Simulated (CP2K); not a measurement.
Consider 3-silylpyrrole at its PBE geometry (Å).

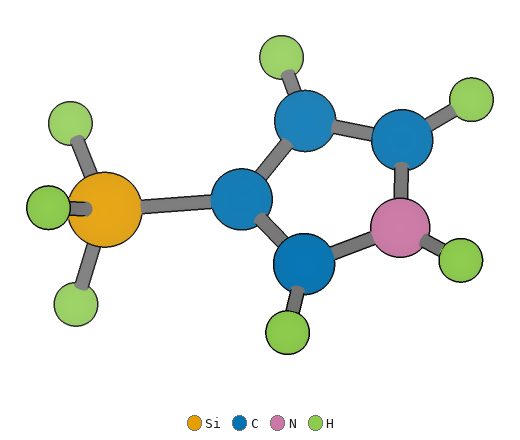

The molecule (silicon orange, carbon blue, nitrogen pink, hydrogen green).

```xyz
13

Si    2.1718    0.1075    0.0832
C     0.3250    0.0303    0.0005
C    -0.4947   -1.0976    0.3479
C    -1.8178   -0.7482    0.1579
N    -1.8370    0.5556   -0.2932
C    -0.5540    1.0372   -0.3911
H     2.6538    1.1597    1.0282
H     2.7871    0.4025   -1.2458
H     2.6840   -1.2118    0.5540
H    -0.1408   -2.0616    0.6988
H    -2.7356   -1.3051    0.3056
H    -2.6738    1.0798   -0.5187
H    -0.3680    2.0515   -0.7273
```

Method: CP2K XAS_TDP, all-electron GAPW, PBEh(45%), aug-pc-1, TDA, no relativity.

Predict the bright core excitations at the C K edge.

Leading lines: C2 281.59 eV, C3 281.92 eV, C4 282.40 eV and C6 282.18 eV. The leading line of an atom is its first one with 35 % of the strongest within 2.5 eV of its lowest line over the strength cut. 

The first six lines of each atom with a strength over 0.0015:

```csv
atom,energy (eV),states,"strength, one atom"
C2 (bonded to 2 C and Si),281.59,1,0.0413
,283.57,1,0.0041
,283.75,1,0.0049
,284.00,1,0.0086
,284.20,1,0.0026
,284.51,1,0.0018
C3 (bonded to 2 C and H),281.92,1,0.0547
,283.73,1,0.0060
,284.24,1,0.0039
,284.84,1,0.0051
,285.66,1,0.0041
,286.20,1,0.0029
"C4 (bonded to C, N and H)",282.40,1,0.0544
,284.23,1,0.0101
,285.14,1,0.0030
,285.16,1,0.0016
,285.69,1,0.0017
,286.30,1,0.0024
"C6 (bonded to C, N and H)",282.18,1,0.0550
,284.39,1,0.0103
,285.25,1,0.0026
,285.67,1,0.0016
,285.88,1,0.0015
,286.63,1,0.0027
```

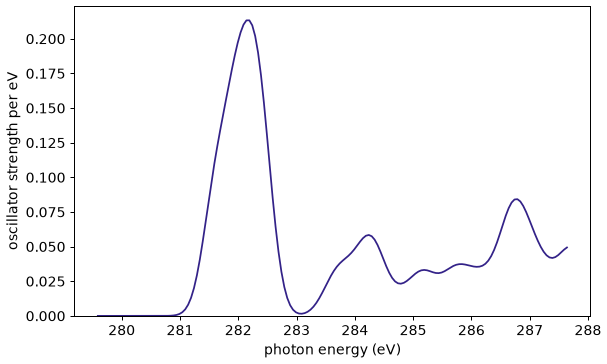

All atoms added, broadened by 0.5 eV.

Lines are vertical, at one geometry, with no vibrational structure. Without a correction of the core level, line positions, and the gaps between valence and Rydberg lines, follow the share of exact exchange. At this level such K lines come out 3 to 6 eV under measured ones. These values hold no scalar relativity, about 0.1 eV for C 1s. Rydberg lines, and the discretised continuum above threshold, depend on the basis and the box.

[Banner, clock and machine lines of the logs are left out without a mark of their own.]

[Logs are printed without paths, hosts, clocks, repeated set-up lines and the standing remarks that a program may print on its own settings, such as how far it seeks lower states.]

[Hosts, paths, dates, database ids (printed as entryN), source tags and the programs' standing remarks are cut or masked in the printed files.]
